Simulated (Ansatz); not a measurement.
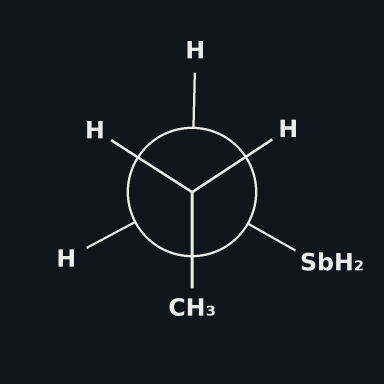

A Newman projection along the C–Si bond, carbon in front; angles are drawn as computed, but eclipsed bonds slightly apart. Computed geometry: PBE0-D4/def2-TZVP optimisation. No frequency run is at hand to confirm it as a minimum.

Which molecule is it?

C2H9SbSi, CC[SiH2][SbH2]

What is the torsion angle from the front CH3 to the back SbH2? The sign is positive where the front bond must turn clockwise to cover the back bond.

−60°, synclinal (gauche). The conformation about this bond is staggered.
